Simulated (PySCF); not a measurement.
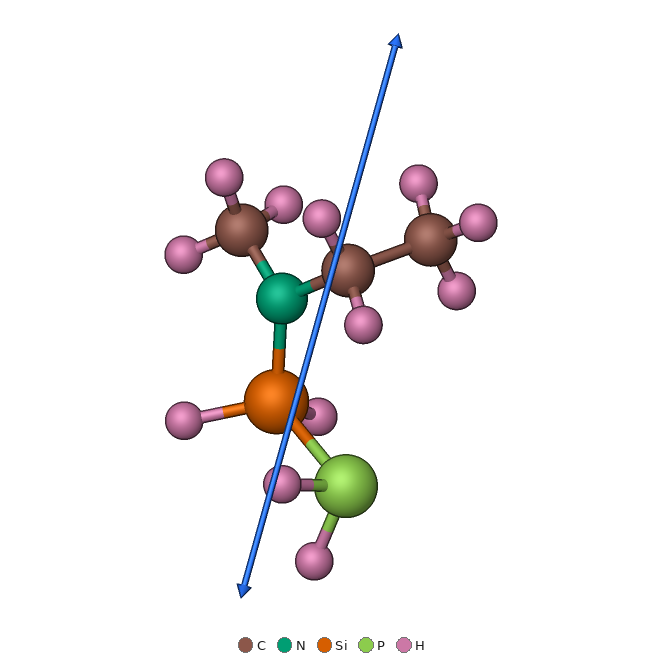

The double arrow shows the direction of the transition dipole to excited singlet state 6 (its length means nothing). Computed geometry: GFN2-xTB optimisation. No frequency run is at hand to confirm it as a minimum. Method: TDDFT CAM-B3LYP/def2-SVPD, vertical, gas phase, core orbitals frozen in the response (PySCF 2.14.0).

> Where does the transition lie, and how strong is it?

6.89 eV (180 nm), oscillator strength 0.042, mainly HOMO → LUMO+3 (weight 0.54); transition dipole 1.28 D.

The geometry is semi-empirical. Around P, Si such bond lengths and angles can be off by a tenth of an ångström or more and by several degrees, and values that hang on the shape move with them.
